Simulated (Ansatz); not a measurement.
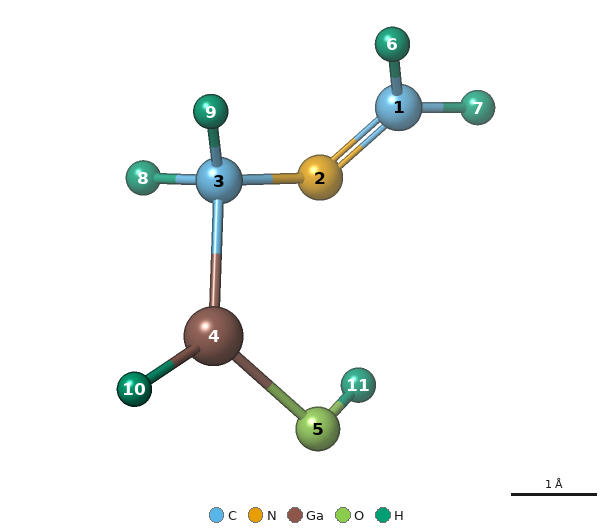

Orthographic view. Distant atoms are faded towards the background colour. The geometry was computed by an optimisation with PBE-D4/def2-SVP. No frequency run is at hand to confirm it as a minimum.

Write a Z-matrix (Å, degrees) in the order of the atom numbers, with these reference atoms: 2 to 1; 3 to 2, 1; 4 to 3, 2, 1; 5 to 4, 3, 2; 6 to 1, 2, 3; 7 to 1, 6, 2; 8 to 3, 2, 1; 9 to 3, 8, 2; 10 to 4, 5, 2; 11 to 5, 4, 10.

```
C  
N    1   1.279
C    2   1.436   1   119.8
Ga   3   2.010   2   105.8   1  -118.1
O    4   1.803   3   111.9   2   -10.2
H    1   1.119   2   123.4   3    -2.4
H    1   1.107   6   117.1   2   179.7
H    3   1.113   2   109.9   1   130.6
H    3   1.120   8   108.1   2   126.9
H    4   1.569   5   116.4   2  -176.3
H    5   0.980   4   107.0  10   178.0
```
